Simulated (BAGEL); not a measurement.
**C2H2BrN (SMILES N#CCBr): HF/6-31G(d) (density fitting with qzvpp-jkfit, spherical functions)**

Aim: the vertical electron affinity of C2H2BrN at HF/6-31G* (density fitting with qzvpp-jkfit, spherical functions), from 2 runs. 

The calculation is run with BAGEL 1.2.2.

7 further runs of the same task are left out: 6 that didn't finish, 1 set aside as unsound or not needed. Runs told in other sessions of the task aren't counted.

### Step 1. Starting point

C2H2BrN has 6 atoms, charge 0, and is taken as a singlet. As SMILES, `N#CCBr`. Geometry: relaxed at PBE0-D4/def2-TZVP.

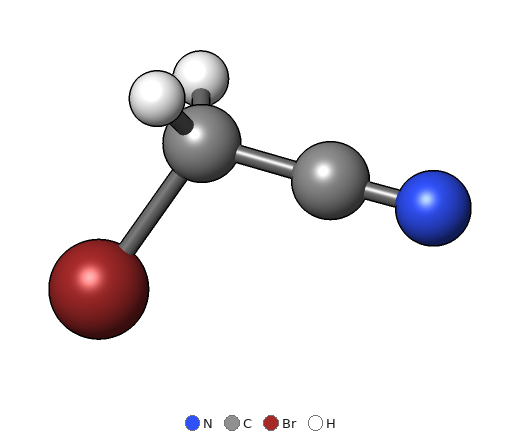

The structure, seen from a chosen angle (nitrogen blue, carbon grey, bromine red, hydrogen white).

### Step 2. A single-point energy at HF/6-31G(d) (density fitting with qzvpp-jkfit, spherical functions)

hf.json reads:

```json
{ "bagel" : [

{
  "title" : "molecule",
  "basis" : "6-31gs.json",
  "df_basis" : "qzvpp-jkfit",
  "angstrom" : true,
  "geometry" : [
    { "atom" : "N", "xyz" : [    0.466200,   -1.957100,    0.836200 ] },
    { "atom" : "C", "xyz" : [    0.272900,   -0.905000,    0.416300 ] },
    { "atom" : "C", "xyz" : [    0.051500,    0.425400,   -0.099600 ] },
    { "atom" : "Br", "xyz" : [   -1.556700,    0.505200,   -1.181800 ] },
    { "atom" : "H", "xyz" : [    0.881600,    0.732400,   -0.733000 ] },
    { "atom" : "H", "xyz" : [   -0.073400,    1.135200,    0.715800 ] }
  ]
},
{ "title" : "hf" },
{ "title" : "print", "file" : "orbitals.molden", "orbitals" : true }

]}
```

The basis set 6-31G* is read from a file made from the Basis Set Exchange's data (not shown).

On the command line:

```sh
$ BAGEL_NUM_THREADS=1 BAGEL hf.json > hf.out
```

What it wrote:

```text
* using 1 threads per process

  ===============================================================
  ===============================================================

  *** Geometry ***

  { "atom" : "N", "xyz" : [      0.880990,     -3.698383,      1.580189 ] },
  { "atom" : "C", "xyz" : [      0.515706,     -1.710202,      0.786693 ] },
  { "atom" : "C", "xyz" : [      0.097321,      0.803889,     -0.188217 ] },
  { "atom" : "Br", "xyz" : [     -2.941737,      0.954690,     -2.233278 ] },
  { "atom" : "H", "xyz" : [      1.665983,      1.384035,     -1.385169 ] },
  { "atom" : "H", "xyz" : [     -0.138706,      2.145217,      1.352666 ] },

  Number of auxiliary basis functions:      529

  Since a DF basis is specified, we compute 2- and 3-index integrals:
    o Being stored without compression. Storage requirement is 0.026 GB

  Number of basis functions:       78
  Number of electrons      :       56

    * METHOD: MOLECULE                             0.25

  *** RHF ***

  === Nuclear Repulsion ===
   198.7248853304

      * DIIS with orbital gradients will be used.

  === RHF iteration (6-31gs.json) ===
      0      -2703.24423009          0.01993187           0.07
      1      -2703.30361476          0.01899551           0.07
      2      -2703.43071229          0.00188337           0.07
      3      -2703.43310407          0.00054495           0.07
      4      -2703.43329228          0.00013649           0.07
      5      -2703.43331017          0.00004038           0.07
      6      -2703.43331125          0.00000869           0.07
      7      -2703.43331131          0.00000247           0.07
      8      -2703.43331132          0.00000124           0.07
      9      -2703.43331132          0.00000042           0.07
     10      -2703.43331132          0.00000014           0.07
     11      -2703.43331132          0.00000005           0.07
     12      -2703.43331132          0.00000002           0.07
     13      -2703.43331132          0.00000001           0.07
    * SCF iteration converged.

    * Permanent dipole moment:
           (   -0.275249,    -1.303090,     0.180899) a.u.

    * METHOD: HF                                   1.14

    * METHOD: PRINT                                0.01

  ===============================================================
```

It took 1.5 s on 1 thread of Arm Neoverse V2, shared host.

### Step 3. The doublet anion, same level

hf.json, as its differences from that of step 2:

```diff
@@ -6,3 +6,3 @@
   "df_basis" : "qzvpp-jkfit",
-  "angstrom" : true,
+  "angstrom" : "true",
   "geometry" : [
@@ -16,4 +16,4 @@
 },
-{ "title" : "hf" },
-{ "title" : "print", "file" : "orbitals.molden", "orbitals" : true }
+{ "title" : "uhf", "charge" : -1, "nopen" : 1 },
+{ "title" : "print", "file" : "orbitals.molden", "orbitals" : "true" }
```

The basis set 6-31G* is read from a file made from the Basis Set Exchange's data (not shown).

On the command line:

```sh
$ BAGEL_NUM_THREADS=1 BAGEL hf.json > hf.out
```

What it wrote:

```text
* using 1 threads per process

  ===============================================================
  ===============================================================

  *** Geometry ***

  { "atom" : "N", "xyz" : [      0.880990,     -3.698383,      1.580189 ] },
  { "atom" : "C", "xyz" : [      0.515706,     -1.710202,      0.786693 ] },
  { "atom" : "C", "xyz" : [      0.097321,      0.803889,     -0.188217 ] },
  { "atom" : "Br", "xyz" : [     -2.941737,      0.954690,     -2.233278 ] },
  { "atom" : "H", "xyz" : [      1.665983,      1.384035,     -1.385169 ] },
  { "atom" : "H", "xyz" : [     -0.138706,      2.145217,      1.352666 ] },

  Number of auxiliary basis functions:      529

  Since a DF basis is specified, we compute 2- and 3-index integrals:
    o Being stored without compression. Storage requirement is 0.026 GB

  Number of basis functions:       78
  Number of electrons      :       56

    * METHOD: MOLECULE                             0.25

  *** Open-shell HF ***

  === Nuclear Repulsion ===
   198.7248853304

      * DIIS with orbital gradients will be used.

  === UHF iteration (6-31gs.json) ===
      0      -2703.15990071          0.03645549           0.14
      1      -2703.27156909          0.03089476           0.14
      2      -2703.29852927          0.02582518           0.14
      3      -2703.36750396          0.00203757           0.14
      4      -2703.36890545          0.00085752           0.14
      5      -2703.36953374          0.00042640           0.14
      6      -2703.36991058          0.00018844           0.14
      7      -2703.37003576          0.00011940           0.14
      8      -2703.37008688          0.00006499           0.14
      9      -2703.37011593          0.00003734           0.14
[... 20 lines of this table left out ...]
     30      -2703.37017384          0.00000003           0.14
     31      -2703.37017384          0.00000002           0.14
     32      -2703.37017384          0.00000001           0.14
     33      -2703.37017384          0.00000001           0.14
    * SCF iteration converged.

    * S^2 (UHF) is 0.7809

    * Permanent dipole moment:
           (   -0.207209,    -1.218957,     0.202313) a.u.

    * METHOD: UHF                                  4.93

    * METHOD: PRINT                                0.01

  ===============================================================
```

It took 5.4 s on 1 thread of Arm Neoverse V2, shared host.

### Step 4. What came out

At HF/6-31G* (density fitting with qzvpp-jkfit, spherical functions):

| quantity | value |
| --- | --- |
| singlet C2H2BrN: total energy | -2703.43331 Eh |
| singlet C2H2BrN: dipole moment | 3.42 D |
| singlet C2H2BrN: HOMO energy | -11.74 eV |
| singlet C2H2BrN: LUMO energy | 2.63 eV |
| singlet C2H2BrN: HOMO–LUMO gap | 14.37 eV |
| doublet anion: total energy | -2703.37017 Eh |
| doublet anion: ⟨S²⟩ | 0.781 |
| vertical electron affinity (to the doublet anion) | -1.718 eV |

What this shows: The anion lies 1.72 eV (40 kcal/mol) above the neutral: the electron isn't bound at this level, and such a value depends on the basis. Without diffuse functions anions come out too high. Hartree–Fock misses the correlation that binds many anions.
